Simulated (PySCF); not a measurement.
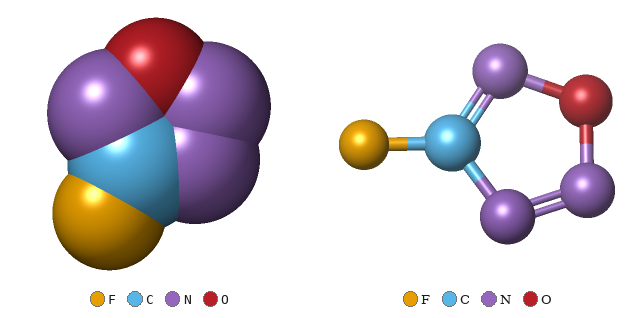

Two views of one molecule.

Computed geometry: GFN2-xTB optimisation. No frequency run is at hand to confirm it as a minimum.

Question: Which formula does it have?

Answer: CFN₃O, 6 atoms: 1 carbon, 1 fluorine, 3 nitrogen and 1 oxygen.

Question: Name some functional groups or characteristic bonds that it holds.

Answer: Among them: C–F bond.

Question: Count the bonded pairs by element.

Answer: 2 C–N, 2 N–O, 1 C–F, 1 N–N.

Question: Give a SMILES string for it.

Answer: Fc1nnon1

More results for the same structure follow; atom numbers are the same in all pictures, views and colours differ.

**Shape**

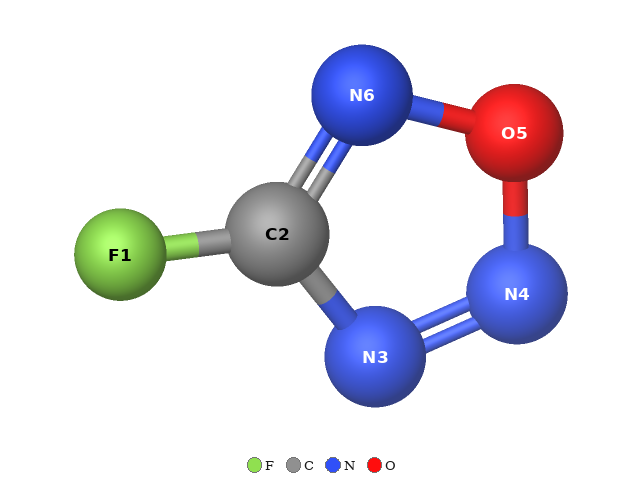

Atoms carry their numbers in the input. No frequency run is at hand to confirm it as a minimum.

Question: Describe the coordination of atom 5.

Answer: O5 has 2 neighbours (N4 at 1.35, N6 at 1.33 Å); the arrangement is bent.

Question: How are the neighbours of atom 3 arranged?

Answer: N3 has 2 neighbours (C2 at 1.36, N4 at 1.25 Å); the arrangement is bent.

Question: What is the geometry at N6?

Answer: N6 has 2 neighbours (C2 at 1.31, O5 at 1.33 Å); the arrangement is bent.

Question: What is the geometry at C2?

Answer: C2 has 3 neighbours (F1 at 1.29, N3 at 1.36, N6 at 1.31 Å); the arrangement is trigonal planar.

Question: What is the dihedral angle N3–N4–O5–N6?

Answer: 0° in size, that is syn (eclipsed).

**Excitation**

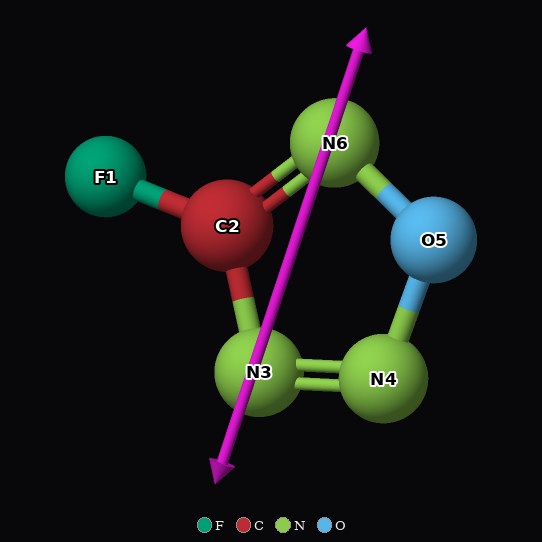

The double arrow shows the direction of the transition dipole to excited singlet state 3 (its length means nothing). No frequency run is at hand to confirm it as a minimum. Properties computed with TDDFT B3LYP/def2-SVPD, vertical, gas phase, core orbitals frozen in the response (PySCF 2.14.0).

Question: How is the transition polarised?

Answer: In the molecular plane, nearly parallel to the N4–O5 bond.

Question: Where does the transition lie, and how strong is it?

Answer: 6.44 eV (192 nm), oscillator strength 0.062, mainly HOMO → LUMO (weight 0.92); transition dipole 1.60 D.

**Ring current**

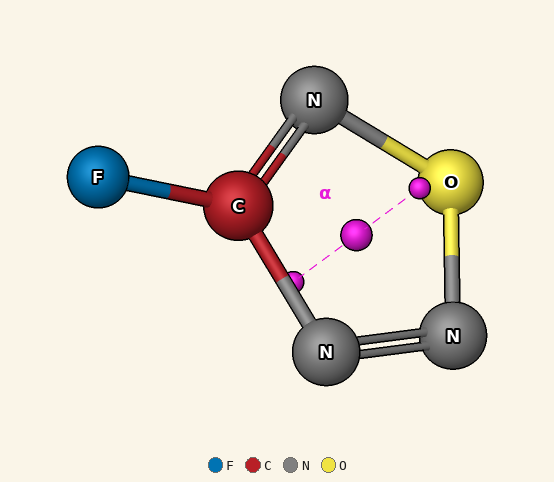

The small points mark where nucleus-independent chemical shifts (NICS) were computed: at the centre of each lettered ring and 1 Å above and below it. No frequency run is at hand to confirm it as a minimum. Method: GIAO PBE0/pcSseg-1 NMR shielding, non-relativistic, gas phase (PySCF 2.14.0).

Give NICS(0), NICS(1) and the out-of-plane component NICS(1)zz for each ring (means of the two sides).

```
ring  members  NICS(0)  NICS(1)  NICS(1)zz
   α     CN3O    −14.2    −13.0      −31.9
```

Values in ppm.

Question: What do the values say about the ring currents?

Answer: Ring α: diatropic, as in an aromatic ring. NICS is one index among several.

**Spin–spin coupling**

No frequency run is at hand to confirm it as a minimum. Method: B3LYP/pcJ-1 indirect spin-spin coupling, non-relativistic, gas phase (PySCF 2.14.0). Isotopes: 13C, 19F, 15N, 17O.

Give the spin–spin coupling constants of these pairs, with the number of bonds between them: F1/C2, C2/N6, C2/N3, N3/N4, N4/O5, F1/N3, F1/N6, C2/N4, C2/O5, N3/O5, N3/N6, N4/N6, F1/O5, F1/N4.

```tsv
pair	bonds apart	J (Hz)
F1, C2	1	−345.0
C2, N6	1	2.6
C2, N3	1	8.4
N3, N4	1	−17.0
N4, O5	1	−42.1
F1, N3	2	−19.8
F1, N6	2	−21.4
C2, N4	2	3.2
C2, O5	2	−4.2
N3, O5	2	1.8
N3, N6	2	−1.9
N4, N6	2	0.5
F1, O5	3	14.7
F1, N4	3	5.9
```

Density functionals are unreliable for couplings to fluorine, so those rows may be far off.
